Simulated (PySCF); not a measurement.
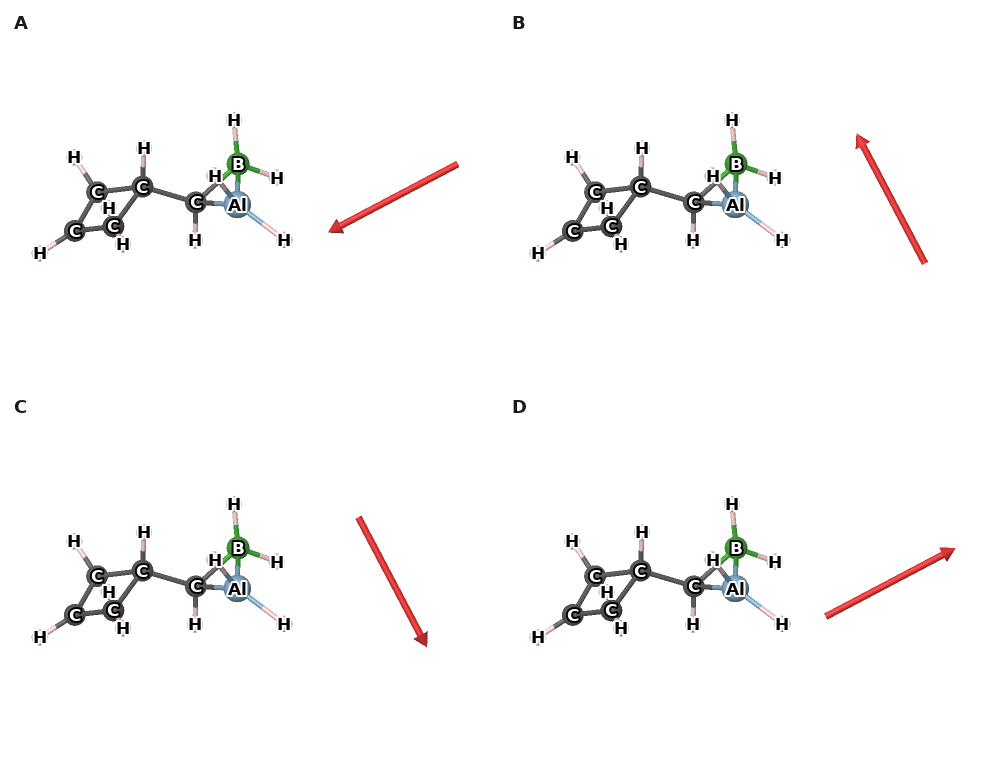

The same molecule four times, each with an arrow. The geometry was computed by an optimisation with GFN2-xTB. No frequency run is at hand to confirm it as a minimum. Properties computed with PBE0/pcSseg-1, gas phase (PySCF 2.14.0).

### Which arrow points along the dipole moment, from the negative to the positive end?

A. The dipole moment is 1.44 D.

The geometry is semi-empirical. Around Al, B such bond lengths and angles can be off by a tenth of an ångström or more and by several degrees, and values that hang on the shape move with them.
